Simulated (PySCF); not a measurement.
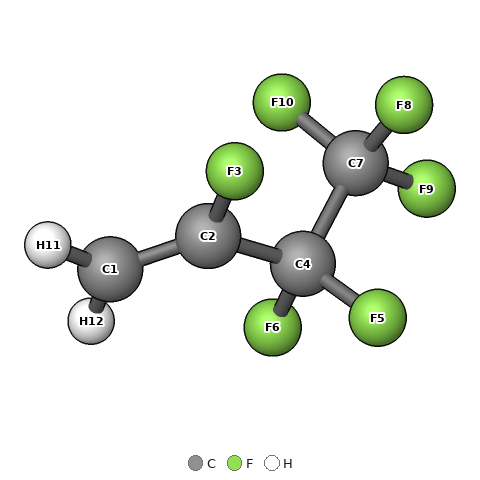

Structure of C₄H₂F₆, SMILES C=C(F)C(F)(F)C(F)(F)F.

GIAO shifts, PBE0/pcSseg-1 with PySCF 2.14.0, at a GFN2-xTB geometry (no frequency check), against TMS for ¹³C and TMS for ¹H computed at the same level. Gas phase, fully decoupled, line heights follow the number of nuclei, widths are arbitrary (no quadrupolar broadening); values of one conformer, averaged over nuclei that symmetry or rotation about single bonds exchange, these motions taken as fast; other conformers aren't averaged in.

### Predict the ¹³C spectrum.

4 signals.


| δ (ppm) | nuclei | atoms |
| --- | --- | --- |
| 166.5 | 1 | C2 |
| 128.2 | 1 | C7 |
| 116.5 | 1 | C4 |
| 106.2 | 1 | C1 |

### Predict the ¹H spectrum.

2 signals.


```csv
δ (ppm),nuclei,atoms
5.74,1,H12
5.69,1,H11
```

The order of signals that lie close, as those under 0.08 ppm apart, is within the error of the method.

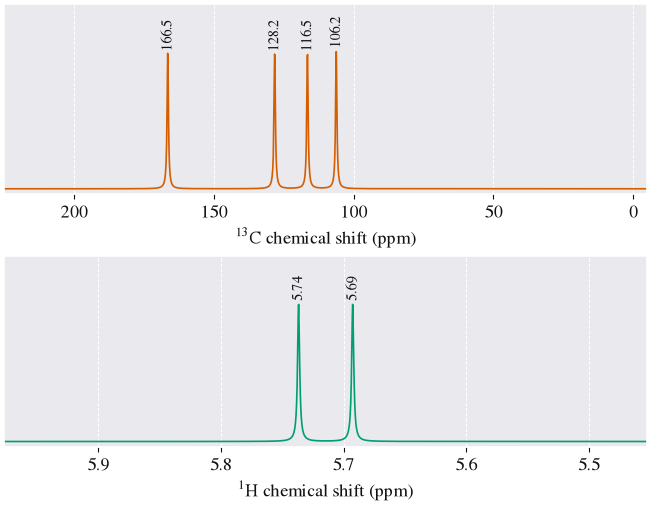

Note: the tight-binding geometry is rougher than a DFT one and adds to the error.
